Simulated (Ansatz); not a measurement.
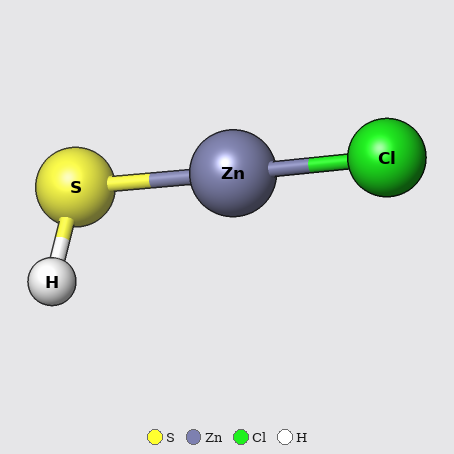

The picture shows the input geometry.

The calculation was set up as follows.

```yaml
crystal:
  periodic: [false, false, false]
  atoms:
    - {symbol: S, position_ang: [-0.520342, 1.236021, -0.882898]}
    - {symbol: Zn, position_ang: [-0.030697, -0.669042, -0.008570]}
    - {symbol: Cl, position_ang: [0.430132, -2.537068, 0.821261]}
    - {symbol: H, position_ang: [0.176408, 1.909689, 0.049907]}
basis:
  gaussian: {orbitals: x2c-TZVPPall}
total_charge: -1
magnetization: {spin_polarized: true, initial_magnetization: 1}
hamiltonian: {xc: {name: HF}}
correlation: {method: mp2, electrons: all}
scf: {lower_state_search: light}
output: {forces: true}
```

It was started with:

```sh
ansatz run in.yaml --threads 4 --pin off --events-out ev --progress --plain --max-ram 10444MiB
```

Result:

```
Functional definition: HF
  name "HF"
  cite "Fock, Z. Phys. 61, 126 (1930) doi:10.1007/BF01340294"
  parent pbe
  exchange = exact_x
  correlation = 0
1034 factors; integrals over basis functions are off by at most 8.4e-4 eV
mean field evaluation 1: about -72230.0167 eV, gradient 1.2e1 eV
mean field evaluation 2: about -72230.0316 eV, gradient 1.2e1 eV
mean field evaluation 4: about -72230.9369 eV, gradient 2.3e0 eV
mean field evaluation 8: about -72230.9919 eV, gradient 1.5e-1 eV
mean field evaluation 16: about -72230.8358 eV, gradient 1.8e0 eV
mean field -72230.99357931 eV, -2654.4400541137 hartree, gradient 2.6e-6 eV, S^2 0.755650; 4 other end points of the search recorded, 0 dependent functions left out
reference -72230.99357931 eV, -2654.4400541137 hartree; 33, 32 occupied and 129, 130 virtual orbitals, 1034 factors
second order -43.63221105 eV of doubles, -0.00000000 eV of singles
the calculation of the forces begins
mean field evaluation 32: about -72230.9936 eV, gradient 2.6e-6 eV
Total energy: -72274.62579036 eV, -2656.0435082949 hartree
Relativity: scalar
Atom 0 at    -0.520342     1.236021    -0.882898 Å, force    -0.302256     1.686102    -0.586627 eV/Å
Atom 1 at    -0.030697    -0.669042    -0.008570 Å, force    -0.120445     0.192866    -0.189796 eV/Å
Atom 2 at     0.430132    -2.537068     0.821261 Å, force     0.491725    -1.803650     0.868039 eV/Å
Atom 3 at     0.176408     1.909689     0.049907 Å, force    -0.069024    -0.075318    -0.091616 eV/Å
Dipole moment:     0.066265     0.039494     0.090973 e Å
```

The run converged.
